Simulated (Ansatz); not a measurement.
The calculation's input:

```
crystal:
  lattice:
    - [4.4244415637, 0.0, 0.0]
    - [0.0, 4.4244415637, 0.0]
    - [0.0, 0.0, 7.5031967596]
  atoms:
    - { symbol: Sc, position: [0.0, 0.0, 0.144463053] }
    - { symbol: Sn, position: [0.0, 0.5, 0.4255169671] }
    - { symbol: Sn, position: [0.5, 0.5, 0.0743501713] }
    - { symbol: Sn, position: [0.5, 0.0, 0.4255169671] }
    - { symbol: Se, position: [0.5, 0.5, 0.6980528116] }
basis:
  ecutwfc: 420
kpoints:
  mp_grid: { grid: [8, 8, 6] }
hamiltonian:
  xc: pbe
scf:
  occupations: { method: gaussian, width: 0.1 }
output:
  forces: true
  stress: true
  eigenvalues: true
  write_density: true
  write_potential: true
  elf: true
  volumetric_format: npy
relax:
  adjacent_minimum: "off"
  f_tol: 0.01
  max_steps: 80
  cell: { stress_tol: 0.05 }
```

Launched as:

```sh
ansatz run input.yaml --threads 1 --pin off --max-ram 2560MiB --backend cpu --events-out ev --progress --plain --runs-dir out
```

Below, planes, directions and counts refer to the conventional cell (a = 4.40 Å, b = 4.40 Å, c = 7.60 Å, α = 90.00°, β = 90.00°, γ = 90.00°).

The fields are those of the run's last geometry, not of the input's.

Space group P4mm; a structure generated by program, which may or may not match a known phase; computed without spin polarisation.

All numbers below come from DFT PBE, scalar-relativistic, plane waves, PAW (Ansatz).

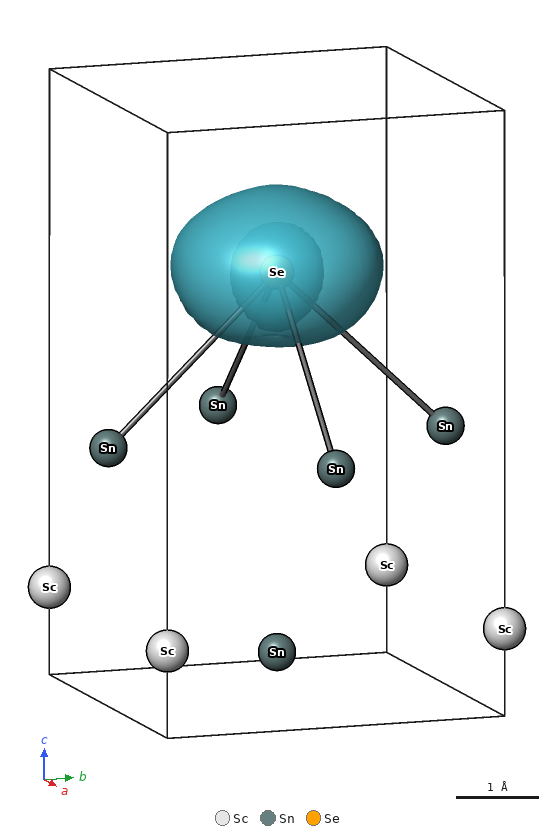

ScSn3Se. Isosurface of the electron localisation function at 0.7 (cyan), seen slightly off an axis. Core shells and regions of very low density are left out. Sticks mark near contacts.

Question: What do the ELF domains correspond to?

Answer: The ELF exceeds this value in one region wrapped around Se (its valence shell), counted in one cell of 5 atoms. Regions shared between cells count once. Along the contacts the grid gives the following. Sn–Se (2.83 Å): the ELF is about 0.40 at the midpoint and 0.25 at its lowest between the atoms. Sc–Sn (3.07 Å): the ELF is about 0.40 at the midpoint.
